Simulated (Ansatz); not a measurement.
## Electronic structure of BFH$_{4}$Si$_{2}$ (SMILES F/[SiH]=[BH-]\[SiH2+]) in real space

The calculation's input:

```
crystal:
  periodic: [false, false, false]
  atoms:
    - {symbol: B, position_ang: [-1.619890, -0.982766, 0.069221]}
    - {symbol: F, position_ang: [0.924885, 0.706127, 0.434534]}
    - {symbol: Si, position_ang: [-0.585982, 0.554575, -0.152209]}
    - {symbol: Si, position_ang: [-0.711421, -2.299597, 1.033882]}
    - {symbol: H, position_ang: [-0.844854, 1.855710, -0.829331]}
    - {symbol: H, position_ang: [-2.731846, -1.051501, -0.381110]}
    - {symbol: H, position_ang: [0.671635, -2.133436, 1.559075]}
    - {symbol: H, position_ang: [-1.219251, -3.653161, 1.402759]}
basis:
  gaussian: {orbitals: def2-TZVPD}
hamiltonian: {xc: {name: PBE0}}
output: {forces: true, orbitals: {seedname: orbitals}}
```

Run with:

```sh
ansatz run input.yaml --threads 2 --pin off --max-ram 4350MiB --events-out events.jsonl --progress --plain --runs-dir runs
```

Geometry: B3LYP-D3(BJ)/def2-SVP.

Method: isolated molecule in a Gaussian basis; Kohn-Sham density functional theory, functional PBE0 in Ansatz 0.2.0.

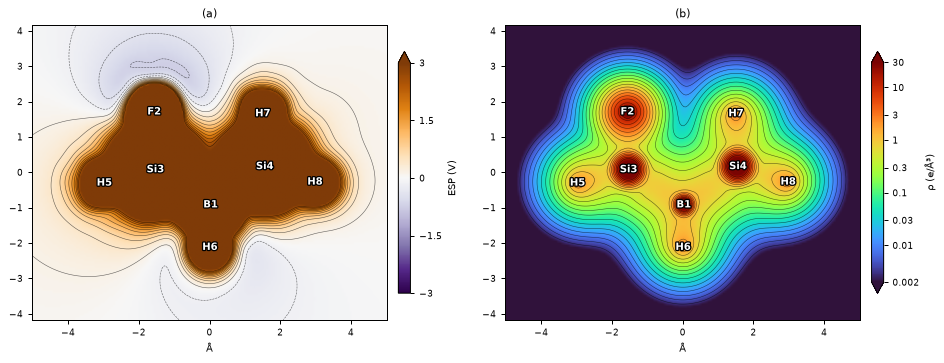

Figure 1. (a) electrostatic potential; (b) total electron density on the molecular plane.

Question: What do the fields say about this system?

Answer: The section cuts through B, F, Si and H sites.
Si–F (1.63 Å): the density is about 1.1 e/Å³ at the midpoint.
Si–B (1.87 Å): ρ is about 0.88 e/Å³ halfway.
B–H (1.20 Å): ρ at the midpoint is about 1.2 e/Å³.
Si–H (1.49 Å): ρ is about 0.81 e/Å³ halfway.
Outside the dense part of the molecule the potential is most negative (−0.7 V) near F2.

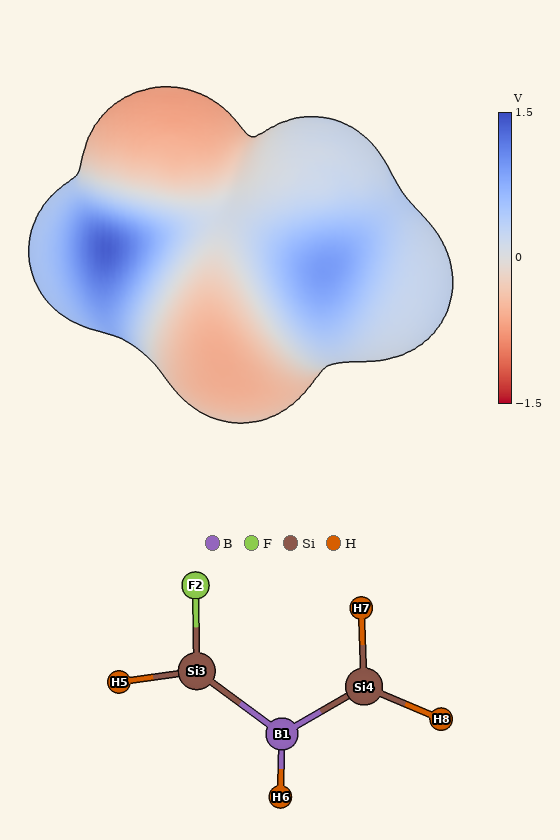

Figure 2. The electrostatic potential painted on the density surface at 0.001 e/bohr³, seen at a tilt; the colour scale runs from red (negative) to blue (positive). The bare structure is drawn below in the same view.

Question: Where is the surface potential most negative and most positive?

Answer: The most negative region (about −0.7 V) lies over F2, the most positive (about +1.3 V) over Si3.

Question: What dipole moment does the calculation give?

Answer: Its dipole moment is 0.23 D.

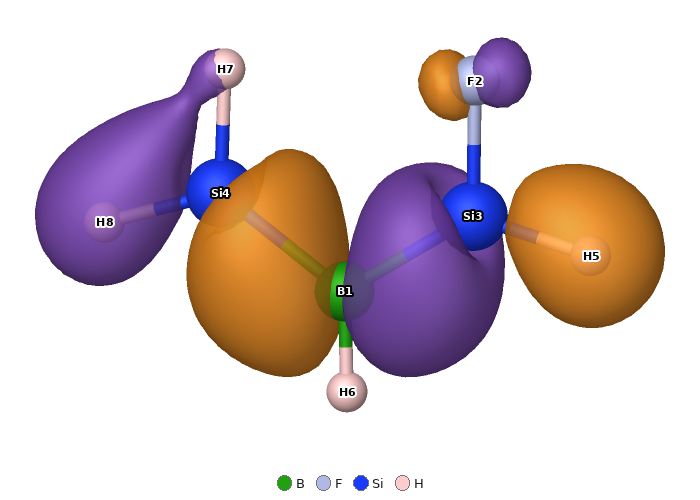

Figure 3. The HOMO−1 at ±0.1 Å⁻³ᐟ² (orange and purple are the two phases), seen at an oblique angle.

Question: What is the character of this orbital?

Answer: It lies mainly on B1 (about 30 %), Si4 (about 25 %), Si3 (about 20 %), H5 (about 10 %) and H8 (about 10 %); it is symmetric in the molecular plane (an in-plane orbital: σ, lone-pair or in-plane π type). Its energy is −8.43 eV.
